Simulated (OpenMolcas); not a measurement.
# Energy and gradient calculation of CH5BO

CH5BO, computed with HF/STO-3G, RHF (OpenMolcas 26.06).

The geometry comes from this level: GFN2-xTB.

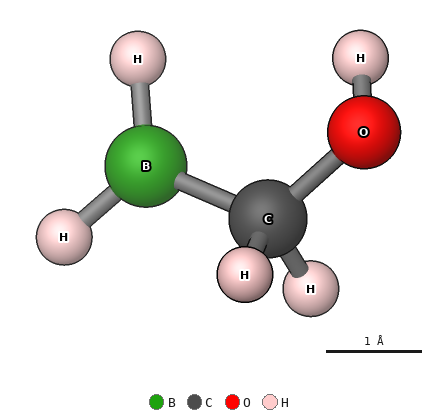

Fig. 1: The structure (ball-and-stick view, seen at a tilt). Bond lengths as drawn: B–C 1.56 Å, B–H 1.17 Å, C–H 1.10 to 1.11 Å, C–O 1.42 Å and H–O 0.96 Å.

The input:
```
&GATEWAY
  BasLib=$CurrDir
  Coord
  8
  bohr
  B     -1.18997944     0.93169167    -1.30684010
  C      0.70998900     0.22644588     0.83951083
  O      1.69878820    -2.27109175     0.93669945
  H     -1.98770842    -0.60862409    -2.67564432
  H     -1.85848895     3.02715228    -1.46338501
  H     -0.24368018     0.62856070     2.65837223
  H      2.36455761     1.47351395     0.84293124
  H      0.50654109    -3.40764863     0.16837460
  Basis=STO-3G
  Group=NoSym

&SEWARD

&SCF
  Thresholds=1e-10 1e-07 1e-07 1e-05
  PrOrbitals=1 1

&ALASKA
```

Run on 1 thread of Arm Neoverse V2, 24 GiB of memory available, shared host.

Run as:
```bash
export MOLCAS_MEM=1860
pymolcas job.input > job.log
```

What the program printed:
```
--- Start Module: gateway ---

                                              &GATEWAY

                       available to each process: 1.9 GB of memory, 1 thread

 Basis Set     1 Label: B.STO-3G
 Basis set is read from library:.
 basistype.tbl is not found

 Basis Set     2 Label: C.STO-3G
 Basis set is read from library:.
 basistype.tbl is not found

 Basis Set     3 Label: O.STO-3G
 Basis set is read from library:.
 basistype.tbl is not found

 Basis Set     4 Label: H.STO-3G
 Basis set is read from library:.
 basistype.tbl is not found

++    Symmetry information:
      ---------------------

                    Character Table for C1

                             E
                    a        1  x, y, xy, Rz, z, xz, Ry, yz, Rx, I
--

++    Basis set information:
      ----------------------

      Basis set label: B.STO-3G.........

      Electronic valence basis set:
      ------------------
      Associated Effective Charge   5.000000 au
      Associated Actual Charge      5.000000 au
      Nuclear Model: Point charge

      Shell  nPrim  nBasis  Cartesian Spherical Contaminant
         s       6       2        X
         p       3       1        X

      Basis set label: C.STO-3G.........

      Electronic valence basis set:
      ------------------
      Associated Effective Charge   6.000000 au
      Associated Actual Charge      6.000000 au
      Nuclear Model: Point charge

      Shell  nPrim  nBasis  Cartesian Spherical Contaminant
         s       6       2        X
         p       3       1        X

      Basis set label: O.STO-3G.........

      Electronic valence basis set:
      ------------------
      Associated Effective Charge   8.000000 au
      Associated Actual Charge      8.000000 au
      Nuclear Model: Point charge

      Shell  nPrim  nBasis  Cartesian Spherical Contaminant
         s       6       2        X
         p       3       1        X

      Basis set label: H.STO-3G.........

      Electronic valence basis set:
      ------------------
      Associated Effective Charge   1.000000 au
      Associated Actual Charge      1.000000 au
      Nuclear Model: Point charge

      Shell  nPrim  nBasis  Cartesian Spherical Contaminant
         s       3       1        X
--

++    Molecular structure info:
      -------------------------

                    ************************************************
                    **** Cartesian Coordinates / bohr, angstrom ****
                    ************************************************

     Center  Label                x              y              z                     x              y              z
        1      B1              -1.189979       0.931692      -1.306840             -0.629710       0.493030      -0.691550
        2      C2               0.709989       0.226446       0.839511              0.375710       0.119830       0.444250
        3      O3               1.698788      -2.271092       0.936699              0.898960      -1.201810       0.495680
        4      H4              -1.987708      -0.608624      -2.675644             -1.051850      -0.322070      -1.415890
        5      H5              -1.858489       3.027152      -1.463385             -0.983470       1.601900      -0.774390
        6      H6              -0.243680       0.628561       2.658372             -0.128950       0.332620       1.406750
        7      H7               2.364558       1.473514       0.842931              1.251270       0.779750       0.446060
        8      H8               0.506541      -3.407649       0.168375              0.268050      -1.803250       0.089100

                    ***************************************
                    *    InterNuclear Distances / bohr    *
                    ***************************************

               1 B1            2 C2            3 O3            4 H4            5 H5            6 H6
    1 B1       0.000000
    2 C2       2.951961        0.000000
    3 O3       4.861715        2.687911        0.000000
    4 H4       2.209654        4.509016        5.422461        0.000000
    5 H5       2.205077        4.443463        6.818065        3.834728        0.000000
    6 H6       4.087821        2.092711        3.891699        5.746651        5.034852        0.000000
    7 H7       4.189251        2.071904        3.804486        5.971423        5.056383        3.288263
    8 H8       4.887158        3.701143        1.817564        4.705769        7.047175        4.801448

               7 H7            8 H8
    7 H7       0.000000
    8 H8       5.266213        0.000000

                    *******************************************
                    *    InterNuclear Distances / angstrom    *
                    *******************************************

               1 B1            2 C2            3 O3            4 H4            5 H5            6 H6
    1 B1       0.000000
    2 C2       1.562111        0.000000
    3 O3       2.572709        1.422381        0.000000
    4 H4       1.169298        2.386069        2.869443        0.000000
    5 H5       1.166877        2.351379        3.607965        2.029251        0.000000
    6 H6       2.163182        1.107415        2.059399        3.040997        2.664329        0.000000
    7 H7       2.216856        1.096405        2.013247        3.159941        2.675723        1.740074
    8 H8       2.586173        1.958560        0.961813        2.490186        3.729204        2.540817

               7 H7            8 H8
    7 H7       0.000000
    8 H8       2.786760        0.000000

                    **************************************
                    *    Valence Bond Angles / degree    *
                    **************************************
                          Atom centers                 Phi
                      2 C2       1 B1       4 H4       121.08
                      2 C2       1 B1       5 H5       118.28
                      4 H4       1 B1       5 H5       120.60
                      1 B1       2 C2       3 O3       119.02
                      1 B1       2 C2       6 H6       107.02
                      1 B1       2 C2       7 H7       111.80
                      3 O3       2 C2       6 H6       108.35
                      3 O3       2 C2       7 H7       105.39
                      6 H6       2 C2       7 H7       104.29
                      2 C2       3 O3       8 H8       108.93

           ***************************************************************
           *              Valence Dihedral Angles / degree               *
           ***************************************************************
                    Atom centers                       Phi1     Phi2     Theta
           4 H4       1 B1       2 C2       6 H6        121.08   107.02  -115.82
           4 H4       1 B1       2 C2       7 H7        121.08   111.80   130.57
           5 H5       1 B1       2 C2       6 H6        118.28   107.02    61.81
           5 H5       1 B1       2 C2       7 H7        118.28   111.80   -51.79
           3 O3       2 C2       1 B1       4 H4        119.02   121.08     7.29
           3 O3       2 C2       1 B1       5 H5        119.02   118.28  -175.08
           1 B1       2 C2       3 O3       8 H8        119.02   108.93   -26.92
           6 H6       2 C2       3 O3       8 H8        108.35   108.93    95.53
           7 H7       2 C2       3 O3       8 H8        105.39   108.93  -153.31
--

            Nuclear Potential Energy             67.54709707 au

--- Stop Module: gateway /rc=_RC_ALL_IS_WELL_ ---

--- Start Module: seward ---

                                              &SEWARD

                       available to each process: 1.9 GB of memory, 1 thread

               SEWARD will generate:
                  Multipole Moment integrals up to order  2
                  Kinetic Energy integrals
                  Nuclear Attraction integrals (point charge)
                  One-Electron Hamiltonian integrals
                  Velocity integrals
                  Orbital angular momentum around (  0.4850  -0.5047   0.2315 )
                  Velocity quadrupole around (  0.4850  -0.5047   0.2315 )
                  Two-Electron Repulsion integrals

                   Integrals are discarded if absolute value <: 1.00E-14
                   Integral cutoff threshold is set to       <: 1.00E-16

            Nuclear Potential Energy             67.54709707 au

      Basis set specifications :
      Symmetry species         a
      Basis functions           20

--- Stop Module: seward /rc=_RC_ALL_IS_WELL_ ---

--- Start Module: scf ---

                                                &SCF

                       available to each process: 1.9 GB of memory, 1 thread

++    Input section:
      --------------

      Header of the integral files:

      Cartesian coordinates in angstrom:
      -----------------------------------------------------
      No.  Label        X            Y            Z
      -----------------------------------------------------
       1   B1        -0.62971000   0.49303000  -0.69155000
       2   C2         0.37571000   0.11983000   0.44425000
       3   O3         0.89896000  -1.20181000   0.49568000
       4   H4        -1.05185000  -0.32207000  -1.41589000
       5   H5        -0.98347000   1.60190000  -0.77439000
       6   H6        -0.12895000   0.33262000   1.40675000
       7   H7         1.25127000   0.77975000   0.44606000
       8   H8         0.26805000  -1.80325000   0.08910000
      -----------------------------------------------------
      Nuclear repulsion energy =   67.54709707
--

++    Orbital specifications:
      -----------------------

      Symmetry species               1
                                     a
      Frozen orbitals                0
      Occupied orbitals             12
      Secondary orbitals             8
      Deleted orbitals               0
      Total number of orbitals      20
      Number of basis functions     20
--

      Molecular charge                           0.000

++    Optimization specifications:
      ----------------------------

      SCF Algorithm: Conventional
      Minimized density differences are used
      Number of density matrices in core                 5
      Maximum number of NDDO SCF iterations            400
      Maximum number of HF SCF iterations              400
      Threshold for SCF energy change             1.00E-10
      Threshold for density matrix                1.00E-07
      Threshold for Fock matrix                   1.00E-07
      Threshold for linear dependence             1.00E-09
      Threshold at which DIIS is turned on        1.50E-01
      Maximum depth in the DIIS procedure                5
      Maximum depth in the BFGS Hessian update          30
      Threshold at which QNR/C2DIIS is turned on  7.50E-02
      Threshold for Norm(delta) (QNR/C2DIIS)      1.00E-05
      All orbitals punched on: SCFORB
--

      Input vectors read from INPORB
      Orbital file label: *Guess orbitals

++ Convergence information
                                   SCF        iterations: Energy and convergence statistics

Iter     Tot. SCF        One-elec.       Two-elec.     Energy      Max Dij or  Max Fij      DNorm      TNorm      AccCon     Time
         Energy          Energy          Energy        Change      Delta Norm                                                in Sec.
   1  -138.305167732  -323.944243328   118.091978522   0.00E+00    2.84E-01*   1.49E-01*    6.52E+00   4.55E+01   None         0.
   2  -138.478785380  -323.298020652   117.272138199  -1.74E-01*   4.93E-02*   3.08E-02*    1.38E+00   4.53E+01   EDIIS        0.
   3  -138.485338720  -323.352103978   117.319668185  -6.55E-03*   1.39E-02*   6.18E-03*    2.43E-01   4.53E+01   c2DIIS       0.
   4  -138.485845975  -323.351070845   117.318127797  -5.07E-04*   4.20E-03*   2.29E-03*    4.24E-02   4.54E+01   QNRc2DIIS    0.
   5  -138.485892783  -323.344492297   117.311502441  -4.68E-05*   2.24E-03*   7.41E-04*    9.53E-03   4.54E+01   QNRc2DIIS    0.
   6  -138.485899484  -323.344681983   117.311685425  -6.70E-06*   2.46E-04*   1.19E-04*    1.54E-03   4.54E+01   QNRc2DIIS    0.
   7  -138.485899612  -323.344449597   117.311452912  -1.28E-07*   8.65E-05*   3.18E-05*    2.27E-04   4.54E+01   QNRc2DIIS    0.
   8  -138.485899624  -323.344496783   117.311500085  -1.22E-08*   1.09E-05*   3.28E-06*    5.49E-05   4.54E+01   QNRc2DIIS    0.
   9  -138.485899624  -323.344476211   117.311479513  -1.99E-10*   5.18E-06    1.15E-06*    3.70E-05   4.54E+01   QNRc2DIIS    0.
  10  -138.485899624  -323.344481445   117.311484747  -2.75E-11    9.43E-07    2.33E-07*    3.58E-04   4.54E+01   QNRc2DIIS    0.
  11  -138.485899624  -323.344480674   117.311483976  -1.25E-12    3.52E-07    6.95E-08     1.70E-02   4.54E+01   QNRc2DIIS    0.

       Convergence after  11 Iterations
--

 *****************************************************************************************************************************
 *                                             SCF/KS-DFT Program, Final results                                             *
 *                                                       Final Results                                                       *
 *****************************************************************************************************************************

::    Total SCF energy                               -138.4858996242
      One-electron energy                            -323.3444806736
      Two-electron energy                             117.3114839761
      Nuclear repulsion energy                         67.5470970733
      Kinetic energy (interpolated)                   137.8244510811
      Virial theorem                                    1.0047992104
      Total spin, S(S+1)                                0.0000000000
      Total spin, S                                     0.0000000000
      Max non-diagonal density matrix element           0.0000004190
      Max non-diagonal Fock matrix element              0.0000000544

      All orbitals with orbital energies smaller than  E(LUMO)+0.5 are printed

++    Molecular orbitals:
      -------------------

      Title: SCF orbitals

      Molecular orbitals for symmetry species 1: a

          Orbital            1         2         3         4         5         6         7         8         9        10
          Energy          -20.2399  -11.0586   -7.4232   -1.2736   -0.8785   -0.6684   -0.5769   -0.5401   -0.5238   -0.4541
          Occ. No.          2.0000    2.0000    2.0000    2.0000    2.0000    2.0000    2.0000    2.0000    2.0000    2.0000

          Orbital           11        12        13        14        15        16        17
          Energy           -0.3841   -0.3396    0.2365    0.5668    0.6523    0.6981    0.7057
          Occ. No.          2.0000    2.0000    0.0000    0.0000    0.0000    0.0000    0.0000

--

++    Molecular charges:
      ------------------

      Mulliken charges per centre and basis function type
      ---------------------------------------------------

                B1      C2      O3      H4      H5      H6      H7      H8
      1s       2.9739  3.1837  3.8183  1.0655  1.0613  0.9447  0.9308  0.8177
      2px      0.3957  1.0240  1.5574  0.0000  0.0000  0.0000  0.0000  0.0000
      2pz      0.5107  1.0608  1.8474  0.0000  0.0000  0.0000  0.0000  0.0000
      2py      0.8744  0.8457  1.0880  0.0000  0.0000  0.0000  0.0000  0.0000
      Total    4.7547  6.1142  8.3111  1.0655  1.0613  0.9447  0.9308  0.8177

      N-E      0.2453 -0.1142 -0.3111 -0.0655 -0.0613  0.0553  0.0692  0.1823

      Total electronic charge=   24.000000

      Total            charge=   -0.000000
--

++    Molecular properties:
      ---------------------

      Charge (e):
                      =   -0.0000
      Dipole Moment (debye):
      Origin of the operator (angstrom)=    0.2567   -0.2671    0.1225
                   X= -1.2141E+00               Y=  3.9768E-01               Z= -4.7806E-01           Total=  1.3640E+00
      Quadrupole Moment (debye*angstrom):
      Origin of the operator (angstrom)=    0.2567   -0.2671    0.1225
                  XX= -1.9076E+01              XY=  2.1855E+00              XZ= -1.6973E+00              YY= -1.7991E+01
                  YZ=  1.0042E+00              ZZ= -1.8610E+01
      In traceless form (debye*angstrom)
                  XX= -7.7546E-01              XY=  3.2783E+00              XZ= -2.5459E+00              YY=  8.5186E-01
                  YZ=  1.5063E+00              ZZ= -7.6395E-02
--

--- Stop Module: scf /rc=_RC_ALL_IS_WELL_ ---

--- Start Module: alaska ---

                                              &ALASKA

                       available to each process: 1.9 GB of memory, 1 thread

                     Threshold for contributions to the gradient: 1.000E-07

                    ********************************************
                    * Symmetry Adapted Cartesian Displacements *
                    ********************************************

           Irreducible representation : a
           Basis function(s) of irrep: x, y, xy, Rz, z, xz, Ry, yz, Rx, I

 Basis Label        Type   Center Phase
   1   B1           x         1     1
   2   B1           y         1     1
   3   B1           z         1     1
   4   C2           x         2     1
   5   C2           y         2     1
   6   C2           z         2     1
   7   O3           x         3     1
   8   O3           y         3     1
   9   O3           z         3     1
  10   H4           x         4     1
  11   H4           y         4     1
  12   H4           z         4     1
  13   H5           x         5     1
  14   H5           y         5     1
  15   H5           z         5     1
  16   H6           x         6     1
  17   H6           y         6     1
  18   H6           z         6     1
  19   H7           x         7     1
  20   H7           y         7     1
  21   H7           z         7     1
  22   H8           x         8     1
  23   H8           y         8     1
  24   H8           z         8     1

                     No automatic utilization of translational and rotational invariance of the energy is employed.

 Conventional ERI gradients!

 **************************************************
 *              Molecular gradients               *
 **************************************************

  Irreducible representation: a
 ------------------------------------------------------------------------------------------
                              X                       Y                       Z
 ------------------------------------------------------------------------------------------
  B1                5.69339901257448E-03   -5.22231483118230E-03    7.79581458490597E-03
  C2                1.24869766733127E-03   -6.65263791223225E-04   -1.63104439501441E-02
  O3               -4.01163079685629E-02   -2.10757693578145E-03   -1.54981903480409E-02
  H4               -1.05966859722972E-03   -4.26105190505210E-03   -2.69275318529072E-03
  H5               -7.70429957668295E-05    4.33633920851628E-03    1.90524021351068E-03
  H6                8.87547114776011E-04   -2.92933879399004E-03    5.53141281608038E-03
  H7                3.84184786467223E-03   -3.36891722081889E-03    3.50842837627841E-03
  H8                2.95815279021832E-02    1.42181242695272E-02    1.57604914927061E-02
 ------------------------------------------------------------------------------------------

--- Stop Module: alaska /rc=_RC_ALL_IS_WELL_ ---

.##################.
.# Happy landing! #.
.##################.

    Timing: Wall=1.35 User=1.09 System=0.25
```

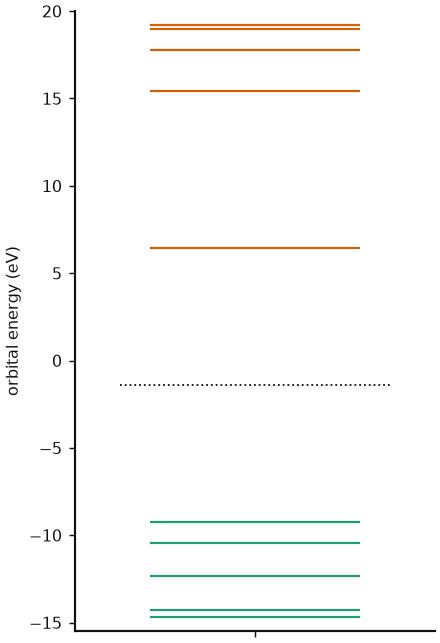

Fig. 2: Orbital energies near the frontier; the dotted line parts filled from empty levels, and levels within 0.02 eV of each other stand side by side. Highest filled −9.24 eV, lowest empty 6.43 eV, 15.67 eV apart.

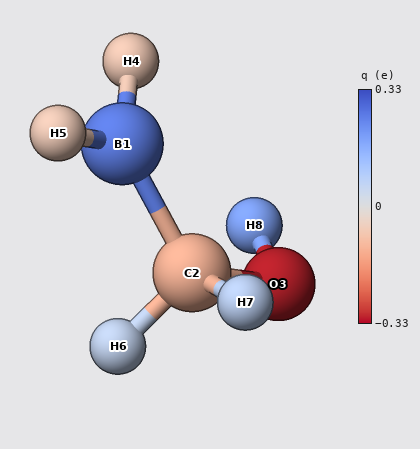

Fig. 3: Mulliken charges, as the colour of each atom (ball-and-stick view, seen at a tilt; atoms are numbered from 1 in the order of the input). By element: B +0.25, C −0.11, O −0.31 and H −0.07 to +0.18 e.

Summary:

| quantity | value |
| --- | --- |
| outcome | converged |
| total energy | −138.485900 hartree |
| basis functions | 20 |
| largest force | 2.214 eV/Å |
| HOMO | −9.24 eV |
| LUMO | 6.43 eV |
| dipole moment | 1.36 debye |
| wall time | 1.6 s |
| peak memory | 0.37 GiB |
